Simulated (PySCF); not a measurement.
In(H)(OH)2, SMILES [OH][InH][OH] at its PBE0/def2-SVP optimised geometry (Å):

```
6

In    -0.3713    -0.2769     0.0000
H     -1.3077    -1.7016     0.0002
O      1.6197    -0.2769     0.0000
H      1.9665     0.6233     0.0007
O     -1.0065     1.6202     0.0000
H     -1.9665     1.7016    -0.0019
```

Calculation: PBE0/def2-TZVP, def2 effective core potentials past Kr in PySCF. The core electrons that the potentials of In replace are not part of the density. Cells within 0.4 Å of a nucleus heavier than hydrogen are left out (blank, or x).

Map of the deformation density (molecule minus spherical neutral atoms) (e/bohr³) on the plane z = 0.0 Å:

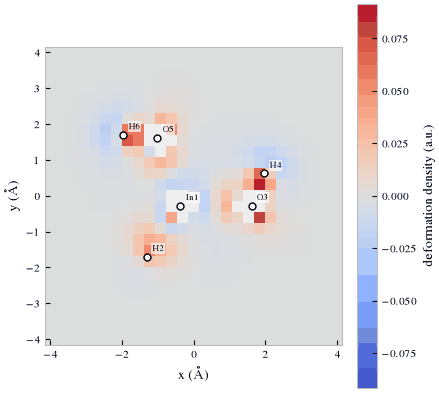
*Deformation density (molecule minus spherical neutral atoms) (e/bohr³) on the plane z = 0.0 Å.*
